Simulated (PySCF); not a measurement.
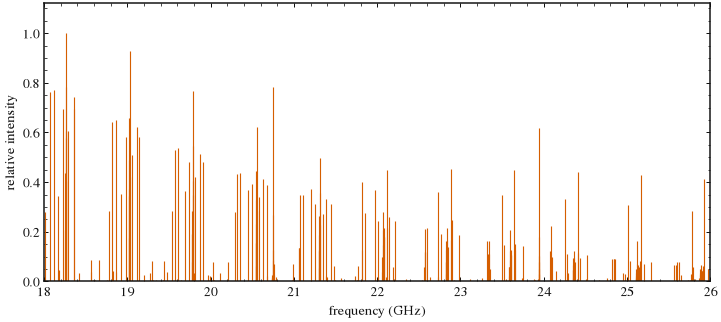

Simulated rotational absorption lines between 18 and 26 GHz at 3 K: rigid rotor with the equilibrium constants and dipole of one optimised conformer (PBE0-D3(BJ)/def2-SVP, PySCF), commonest isotopes; no centrifugal distortion, hyperfine structure, internal rotation or nuclear-spin weights; lines within 1 MHz of each other are summed.

**Which molecule gives this spectrum?**
A. C₇H₁₄Ge, SMILES CC(C)C1=C[CH2][GeH2][CH2]1, singlet
B. C₅H₇F₃GeS, SMILES FC(F)(F)SC1=C[CH2][GeH2][CH2]1, singlet
C. C₃H₇BO₅S, SMILES O=S(=O)(O)[C@H]1CCOBO1

Option B. Rotational constants A, B, C = 1.977, 0.3867, 0.3740 GHz, |μa|, |μb|, |μc| = 2.34, 0.60, 0.16 D.

Known limits of this run: coarse grid, loose stop and no frequency check, small forces are noise and the end may be a saddle.
